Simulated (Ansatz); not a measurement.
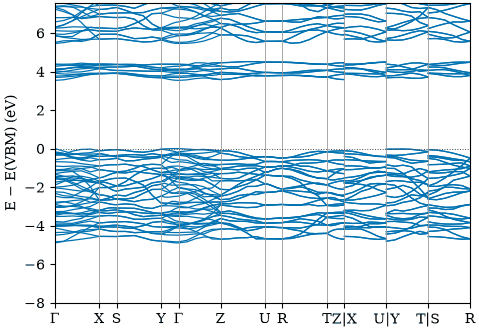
Figure: Band structure from r²SCAN (plane waves, PAW; program Ansatz)

### Question
Read off the gap and where the band edges lie.

### Answer
About 3.5 eV (3.54 eV by a search for the band edges); maximum at Γ, minimum at Γ.

The material is HfTiO4 in space group Pbcn (No. 60; Hf on 4c, Ti on 4c, O on 8d, O on 8d).

The start of the workflow was typed in or built on a structure type; neither database checked (COD, Materials Project) lists it. Whether it is the stable phase at ambient conditions was not checked. The r²SCAN relaxation kept the symmetry of its start; its stability against distortions is not shown here. The workflow began spin-polarised and lost its moments. Spin–orbit coupling is left out wherever it is not named.

Potentials: the later of the program's two PAW sets.
